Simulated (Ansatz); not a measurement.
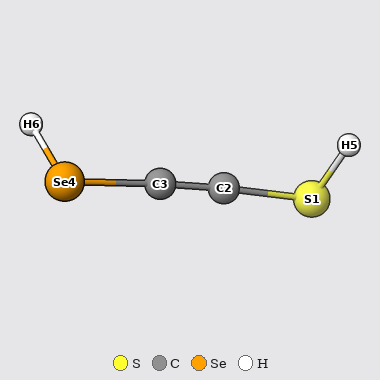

The system is C₂H₂SSe, SMILES SC#C[SeH]; the picture shows the reference structure. The first coordinate is: bond length S1–C2; the second: bond length S1–H5. Nothing is relaxed (all other coordinates rigid). The scan uses a 15 × 15 grid. Points are written as (first, second). Energies: kJ/mol, counted from the relaxed molecule at the same level. The reference is spin-restricted, which grows unreliable where a bond is stretched far. Theory: Ansatz, RHF/def2-TZVP.

Its coordinates:

```xyz
6

S     1.3630   -0.1963   -1.9056
C     0.2457   -0.0834   -0.6442
C    -0.5727    0.0609    0.2058
Se   -1.8992    0.1840    1.4594
H     2.1162   -1.1650   -1.3944
H    -1.2529    1.1998    2.2790
```

Range: bond length S1–C2 from 1.385 to 2.533 Å; bond length S1–H5 from 1.143 to 1.861 Å.

**What will the energy surface look like?**

The lowest grid point is at (1.713 Å, 1.348 Å), 1.3 kJ/mol from the relaxed molecule at the same level. It is the only kind of minimum in the scanned range. The highest grid point, (2.533 Å, 1.861 Å), lies 543 kJ/mol above the lowest. Round the minimum the two coordinates are nearly uncoupled.

| bond length S1–H5 ↓, bond length S1–C2 → | 1.385 | 1.467 | 1.549 | 1.631 | 1.713 | 1.795 | 1.877 | 1.959 | 2.041 | 2.123 | 2.205 | 2.287 | 2.369 | 2.451 | 2.533 |
| --- | --- | --- | --- | --- | --- | --- | --- | --- | --- | --- | --- | --- | --- | --- | --- |
| 1.861 | 386 | 270 | 207 | 182 | 181 | 198 | 225 | 260 | 299 | 340 | 383 | 425 | 466 | 506 | 545 |
| 1.810 | 367 | 249 | 186 | 160 | 159 | 175 | 202 | 236 | 275 | 316 | 359 | 401 | 442 | 482 | 521 |
| 1.759 | 348 | 229 | 164 | 137 | 136 | 151 | 178 | 213 | 252 | 293 | 335 | 377 | 418 | 458 | 497 |
| 1.707 | 328 | 208 | 143 | 115 | 113 | 128 | 155 | 189 | 228 | 269 | 311 | 353 | 394 | 435 | 473 |
| 1.656 | 310 | 188 | 122 | 93 | 91 | 106 | 132 | 166 | 205 | 246 | 288 | 330 | 372 | 412 | 450 |
| 1.605 | 292 | 169 | 102 | 73 | 70 | 85 | 111 | 145 | 183 | 224 | 267 | 309 | 350 | 390 | 429 |
| 1.553 | 275 | 151 | 83 | 53 | 50 | 64 | 91 | 124 | 163 | 204 | 246 | 288 | 329 | 370 | 408 |
| 1.502 | 260 | 135 | 66 | 36 | 32 | 47 | 73 | 107 | 145 | 186 | 228 | 270 | 312 | 352 | 390 |
| 1.451 | 248 | 122 | 53 | 22 | 18 | 32 | 58 | 92 | 130 | 171 | 213 | 255 | 297 | 337 | 376 |
| 1.400 | 240 | 113 | 43 | 11 | 7 | 21 | 47 | 80 | 119 | 160 | 202 | 244 | 286 | 326 | 365 |
| 1.348 | 237 | 108 | 38 | 6 | 1 | 15 | 41 | 74 | 113 | 154 | 196 | 238 | 280 | 320 | 359 |
| 1.297 | 240 | 111 | 39 | 7 | 2 | 16 | 42 | 75 | 114 | 155 | 197 | 239 | 281 | 321 | 360 |
| 1.246 | 251 | 121 | 49 | 17 | 12 | 25 | 51 | 85 | 123 | 164 | 207 | 249 | 291 | 331 | 370 |
| 1.195 | 273 | 143 | 70 | 38 | 33 | 46 | 72 | 105 | 144 | 185 | 227 | 270 | 312 | 352 | 391 |
| 1.143 | 311 | 179 | 106 | 74 | 68 | 82 | 107 | 141 | 180 | 221 | 263 | 306 | 348 | 388 | 427 |

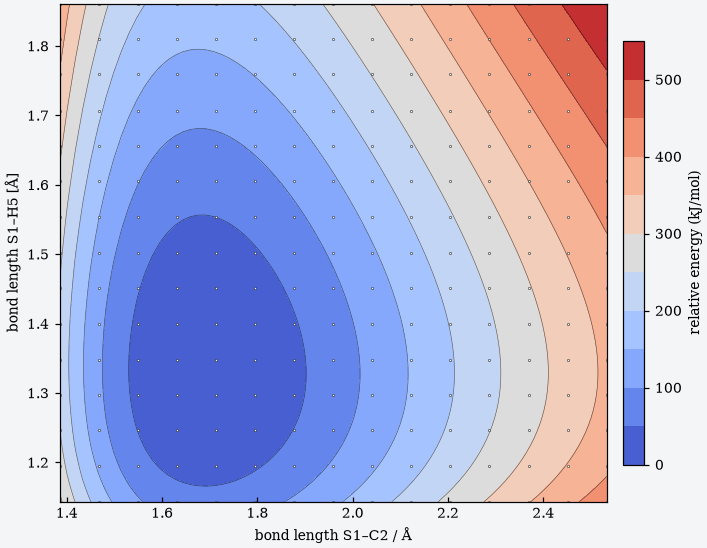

In the figure: filled contours, dots at the grid points. Between grid points the surface is interpolated.

The whole map (225 points run) took 22 min on 1 thread of Arm Neoverse V2, on a shared host.
